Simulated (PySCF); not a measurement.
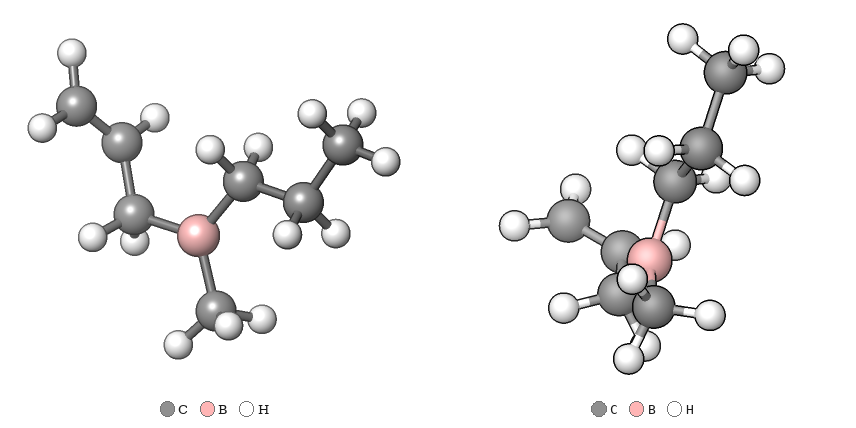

The same structure drawn twice, from different directions.

Computed geometry: PBE0-D3(BJ)/def2-SVP optimisation. No frequency run is at hand to confirm it as a minimum.

Describe the molecule.

Formula C7H15B. Its SMILES string is `C=CCB(C)CCC`. It has no ring. Among its groups: alkene. This geometry has C1 symmetry. Coordination: 2 C trigonal planar; 5 C tetrahedral; 1 B trigonal planar.

More results for the same structure follow; atom numbers are the same in all pictures, views and colours differ.

Charges

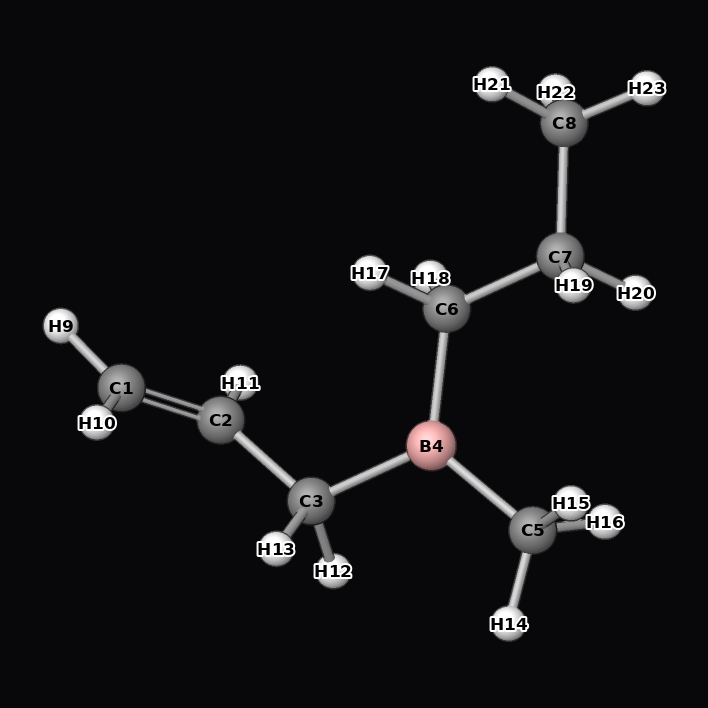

The questions are on Mulliken charges. No frequency run is at hand to confirm it as a minimum. Method: PBE0/pcSseg-1, gas phase (PySCF 2.14.0).

Give the Mulliken charges atom by atom.

| atom | value (e) |
| --- | --- |
| C1 | −0.18 |
| C2 | −0.24 |
| C3 | −0.42 |
| B4 | 0.54 |
| C5 | −0.54 |
| C6 | −0.49 |
| C7 | −0.27 |
| C8 | −0.26 |
| H9 | 0.12 |
| H10 | 0.11 |
| H11 | 0.11 |
| H12 | 0.15 |
| H13 | 0.14 |
| H14 | 0.12 |
| H15 | 0.13 |
| H16 | 0.14 |
| H17 | 0.14 |
| H18 | 0.13 |
| H19 | 0.12 |
| H20 | 0.11 |
| H21 | 0.11 |
| H22 | 0.11 |
| H23 | 0.11 |

Dipole moment

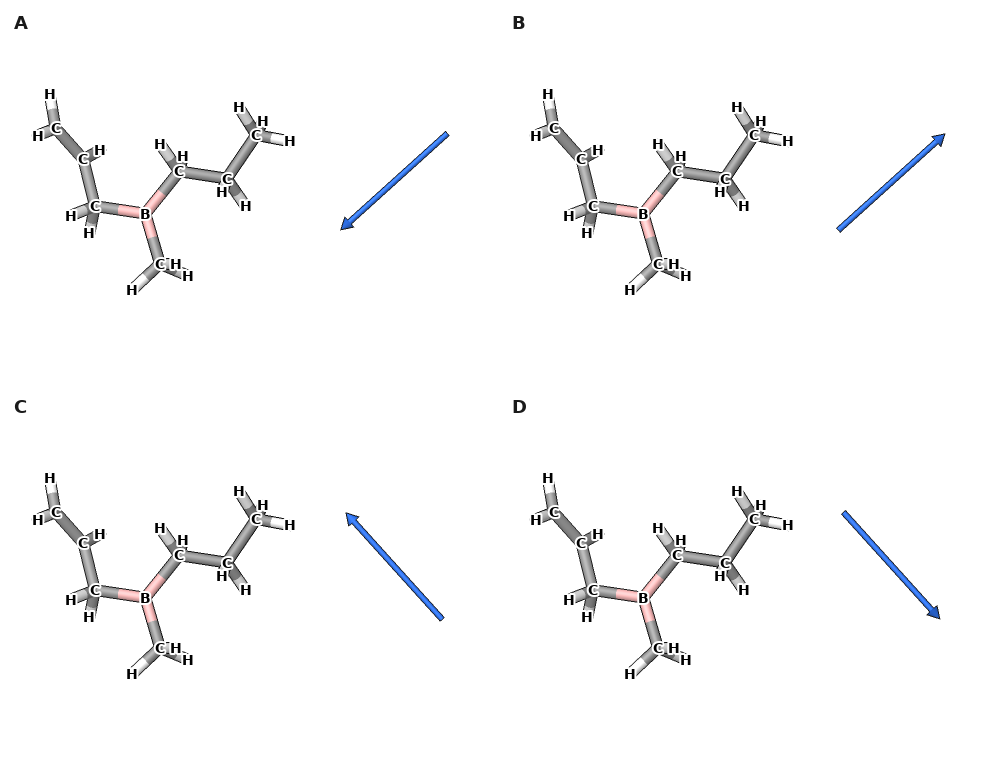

The same molecule four times, each with an arrow. No frequency run is at hand to confirm it as a minimum. Properties computed with PBE0/pcSseg-1, gas phase (PySCF 2.14.0).

Question: Which arrow points along the dipole moment, from the negative to the positive end?

Answer: D. The dipole moment is 0.61 D.

NMR shielding

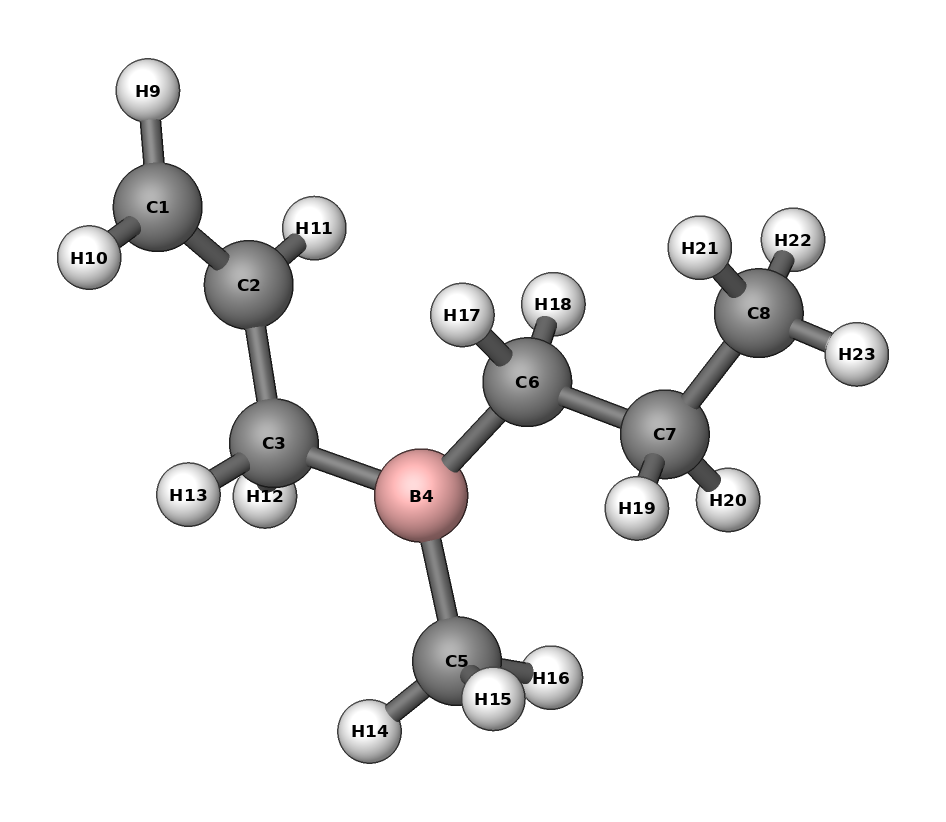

No frequency run is at hand to confirm it as a minimum. Properties computed with GIAO PBE0/pcSseg-1 NMR shielding, non-relativistic, gas phase (PySCF 2.14.0). Principal shieldings σ11 ≤ σ22 ≤ σ33, span Ω = σ33 − σ11, skew κ = 3(σiso − σ22)/Ω.

Give the shielding tensors of the B atoms.

| atom | σ11 | σ22 | σ33 | σiso | Ω | κ |
| --- | --- | --- | --- | --- | --- | --- |
| B4 | −48.6 | −32.7 | 116.6 | 11.8 | 165.1 | 0.81 |

Shieldings and span in ppm.

Mulliken values depend strongly on the basis set and can even reverse the polarity of a bond.
